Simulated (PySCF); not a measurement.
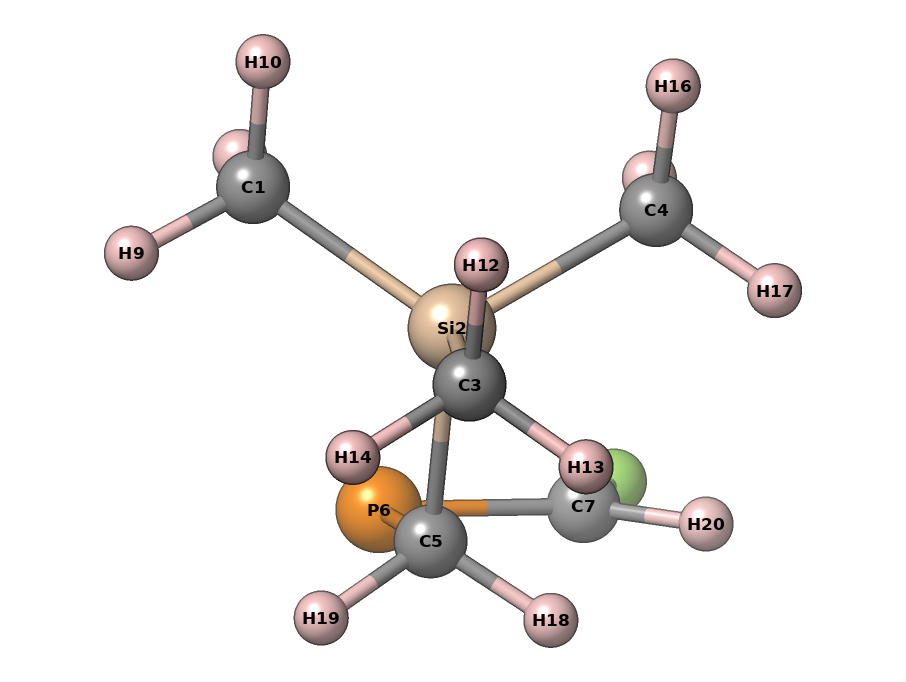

P6 lies behind C5. The molecule seen a little off the C5–P6 bond, C5 in front. Atoms fade into the background with distance from the viewer. The geometry was computed by an optimisation with PBE0-D3(BJ)/def2-SVP. No frequency run is at hand to confirm it as a minimum.

Question: What is the torsion angle Si2–C5–P6–C7? The sign is positive where the front bond must turn clockwise to cover the back bond.

Answer: 92°, about perpendicular.
